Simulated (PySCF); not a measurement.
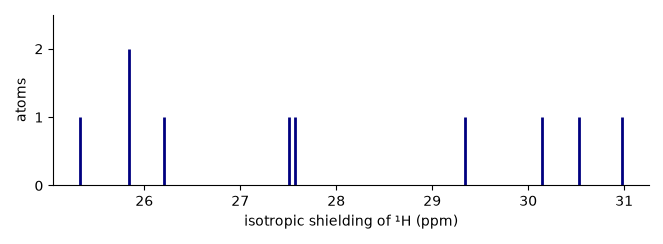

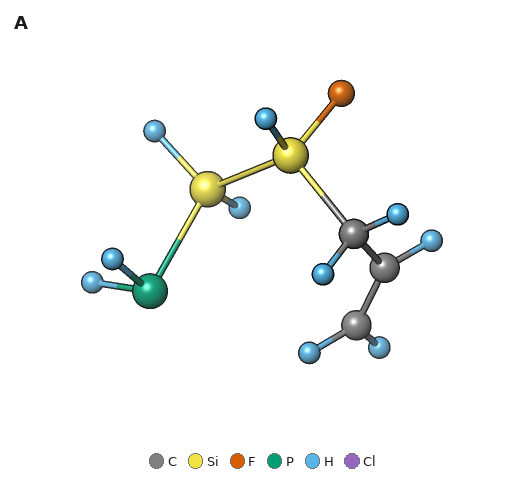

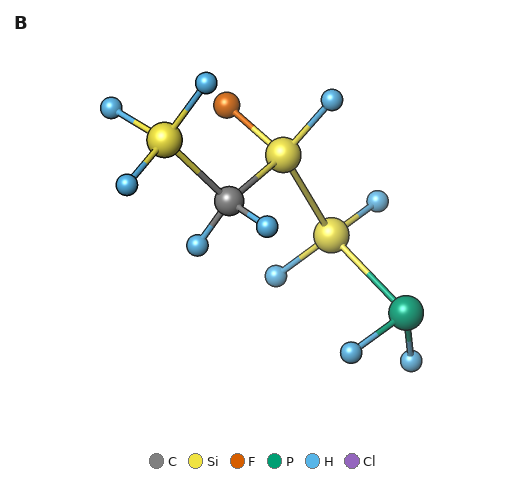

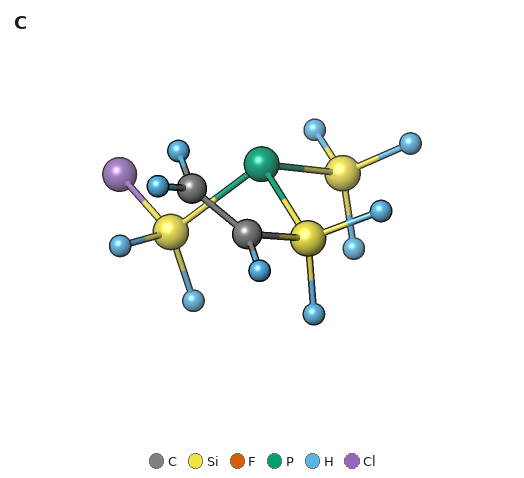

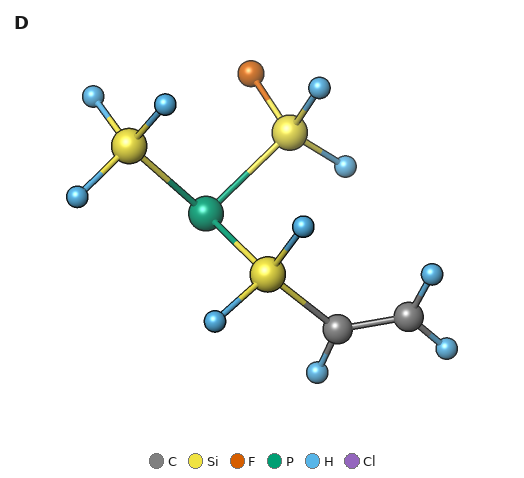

The sticks are computed shieldings of one of the molecules, for one fixed geometry (GFN2-xTB) without averaging over rotations. Low shielding means a high chemical shift. Method: GIAO PBE0/pcSseg-1 NMR shielding, non-relativistic, gas phase (PySCF 2.14.0).

Which molecule gives this pattern?

Answer. A, `C=CC[Si@@H](F)[SiH2]P`. Its 10 H atoms give lines at 25.33, 25.84 (2 atoms), 26.21, 27.51, 27.57, 29.34, 30.14, 30.53, 30.97 ppm.

The geometry is semi-empirical. Around P, Si such bond lengths and angles can be off by a tenth of an ångström or more and by several degrees, and values that hang on the shape move with them.
